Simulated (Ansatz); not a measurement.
# Calculations on BH2OCl2F

## 1. Relaxation

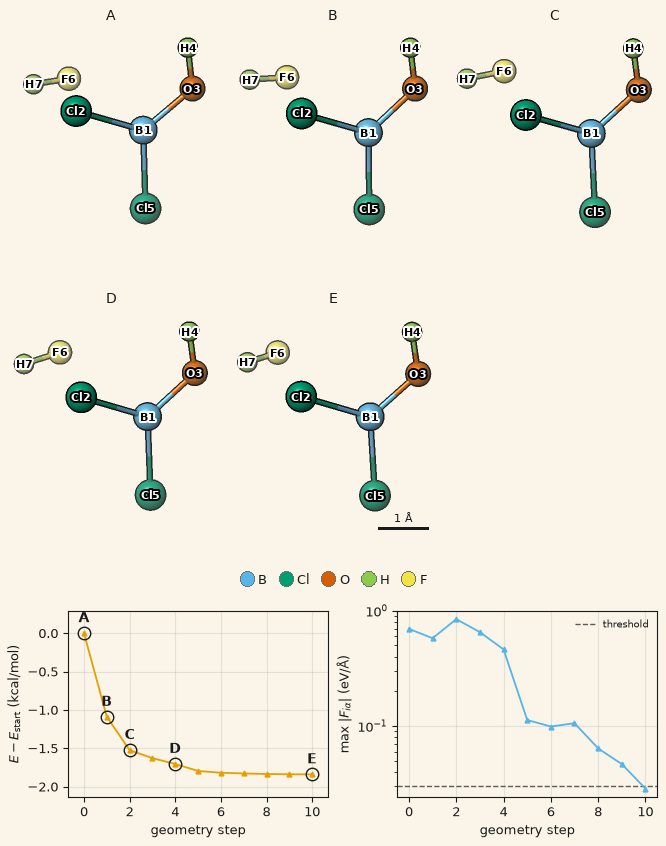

Frames of a relaxation of BH$_{2}$OCl$_{2}$F, marked on the history of the run. A ball-and-stick model, seen at a tilt.

The run prepares an end point of a later path (reaction) calculation, from a guessed geometry.

All numbers below come from Ansatz 0.2.0, RHF/def2-SVP.

Input file:
```yaml
crystal:
  periodic: [false, false, false]
  atoms:
    - { symbol: B, position_ang: [-0.127952, -0.363413, -0.068296] }
    - { symbol: Cl, position_ang: [0.026589, -0.706187, 1.727769] }
    - { symbol: O, position_ang: [0.945559, -0.378286, -0.836834] }
    - { symbol: H, position_ang: [1.772862, -0.466645, -0.38842] }
    - { symbol: Cl, position_ang: [-1.733062, -0.237314, -0.761494] }
    - { symbol: F, position_ang: [0.058157, 2.06107, 0.624426] }
    - { symbol: H, position_ang: [-0.170955, 1.846775, 1.478648] }
basis:
  gaussian: { orbitals: def2-SVP }
hamiltonian:
  xc: hf
relax:
  f_tol: 0.03
  max_steps: 50
```

Run as
```bash
ansatz run input.yaml --threads 1 --pin off --max-ram 2048MiB --backend cpu --events-out ev --progress --plain --runs-dir out
```

**Describe the path.**

The energy falls by 1.84 kcal/mol in 10 geometry steps. Largest force component: 0.7 eV/Å at the start, 0.029 eV/Å at the end. The atom that moves furthest after the best rigid fit is F6 (0.38 Å). By element the largest moves are F 0.38 Å, H 0.22 Å, Cl 0.22 Å, B 0.17 Å, O 0.11 Å. Among the contacts that change: B1–Cl2 1.835 → 1.787 Å, F6–H7 0.910 → 0.903 Å. From step 0 to 1: H7 moves most (0.20 Å), energy −1.09 kcal/mol. From step 1 to 2: F6 moves most (0.17 Å), energy −0.43 kcal/mol. From step 2 to 4: H7 moves most (0.05 Å), energy −0.18 kcal/mol. From step 4 to 10: Cl and F atoms move most (0.10 Å), energy −0.14 kcal/mol.

Limits of the set-up: the start holds two separate molecules, 2.5 Å apart at their closest, whose relative position is a soft coordinate and is computed without a dispersion correction; Hartree-Fock leaves out electron correlation.

## 2. Relaxation

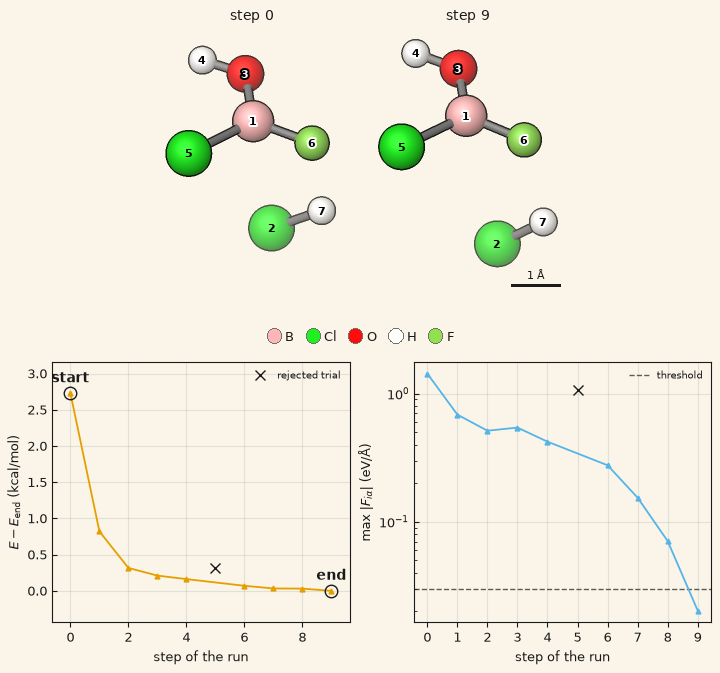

First and last geometry of a relaxation of BH$_{2}$OCl$_{2}$F, with the history of the run. A ball-and-stick model, seen from a free direction.

The run prepares an end point of a later path (reaction) calculation, from a guessed geometry.

Theory: RHF/def2-SVP in Ansatz 0.2.0.

Input
```yaml
crystal:
  periodic: [false, false, false]
  atoms:
    - { symbol: B, position_ang: [0.010415, 0.43495, -0.446689] }
    - { symbol: Cl, position_ang: [-0.117327, -0.085502, 2.575673] }
    - { symbol: O, position_ang: [1.220882, -0.071657, -0.610049] }
    - { symbol: H, position_ang: [1.25974, -0.941499, -0.973252] }
    - { symbol: Cl, position_ang: [-1.46163, -0.37958, -0.997103] }
    - { symbol: F, position_ang: [-0.107253, 1.638066, 0.078532] }
    - { symbol: H, position_ang: [-0.033627, 1.161223, 2.148689] }
basis:
  gaussian: { orbitals: def2-SVP }
hamiltonian:
  xc: hf
relax:
  f_tol: 0.03
  max_steps: 50
```

Command:
```bash
ansatz run input.yaml --threads 1 --pin off --max-ram 2048MiB --backend cpu --events-out ev --progress --plain --runs-dir out
```

> Read the history and describe the run.

It converged. The energy falls by 2.73 kcal/mol in 8 accepted moves (9 points after the start). The largest force component goes from 1.4 to 0.02 eV/Å. The line search rejected the trial step at point 5 of the run. Cl2 moves most after the best rigid fit: 0.43 Å. Largest moves by element: Cl 0.43 Å, H 0.33 Å, B 0.15 Å, O 0.14 Å, F 0.11 Å. Some distances before and after: Cl2–H7 1.320 → 1.273 Å, B1–F6 1.318 → 1.311 Å. Cost: 21 s on 1 thread of Arm Neoverse V1, with other jobs on the host, peak memory 0.16 GiB.

```json
{"step": "0", "E − E(0), kcal/mol": "0.00", "largest force component, eV/Å": "1.4333", "note": ""}
{"step": "1", "E − E(0), kcal/mol": "-1.91", "largest force component, eV/Å": "0.6862", "note": ""}
{"step": "2", "E − E(0), kcal/mol": "-2.41", "largest force component, eV/Å": "0.5136", "note": ""}
{"step": "3", "E − E(0), kcal/mol": "-2.52", "largest force component, eV/Å": "0.5433", "note": ""}
{"step": "4", "E − E(0), kcal/mol": "-2.56", "largest force component, eV/Å": "0.4217", "note": ""}
{"step": "5", "E − E(0), kcal/mol": "-2.42", "largest force component, eV/Å": "1.0657", "note": "rejected"}
{"step": "6", "E − E(0), kcal/mol": "-2.66", "largest force component, eV/Å": "0.2760", "note": ""}
{"step": "7", "E − E(0), kcal/mol": "-2.69", "largest force component, eV/Å": "0.1541", "note": ""}
{"step": "8", "E − E(0), kcal/mol": "-2.70", "largest force component, eV/Å": "0.0707", "note": ""}
{"step": "9", "E − E(0), kcal/mol": "-2.73", "largest force component, eV/Å": "0.0203", "note": ""}
```

Limits of the set-up: Hartree-Fock leaves out electron correlation.

## 3. Path

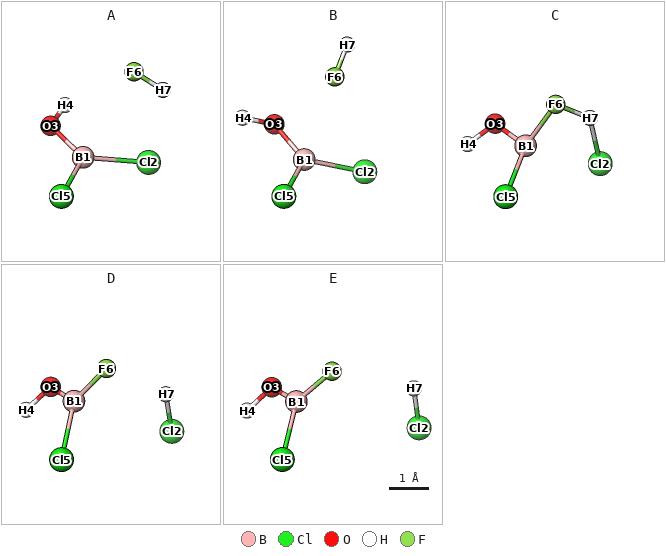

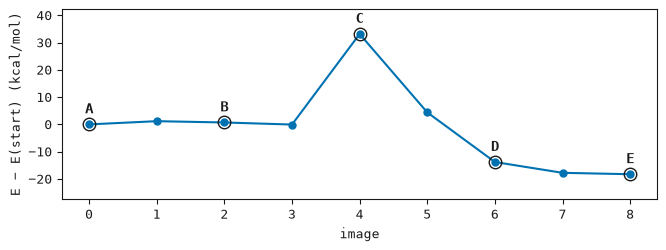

A nudged-elastic-band calculation for BH$_{2}$OCl$_{2}$F, made up at the start of BHOCl2 and HF. Images are numbered from 0 (start) to 8 (end). Frames A to E are images 0, 2, 4, 6, 8. A ball-and-stick model, seen from a free direction.

Level of theory: RHF/def2-SVP (Ansatz 0.2.0). Set-up: 7 movable images; climbing image; force threshold 0.05 eV/Å; iteration limit 60; starting path through a guess of the saddle point.

### What happens along the path, and what is the barrier?

The highest point, image 4, lies 33.2 kcal/mol above the start and 51.4 kcal/mol above the end; the end is at −18.3 kcal/mol relative to the start. The path has more than one stage, and so few images may leave a stage unresolved. Breaking: B1–Cl2 (1.79 → 2.16 at the top → 3.61 Å), F6–H7 (0.90 → 1.08 at the top → 2.53 Å). Forming: B1–F6 (3.06 → 1.53 at the top → 1.31 Å), Cl2–H7 (2.76 → 1.62 at the top → 1.27 Å). The band converged in 38 iterations. The largest component of the band force went from 17 to 0.044 eV/Å. The climbing image converged on the top of the path. Its vibrational analysis gives one imaginary mode (1213i cm⁻¹), as a transition state must have.

Limits of the set-up: the start holds two separate molecules, 2.8 Å apart at their closest, whose relative position is a soft coordinate and is computed without a dispersion correction; Hartree-Fock leaves out electron correlation.
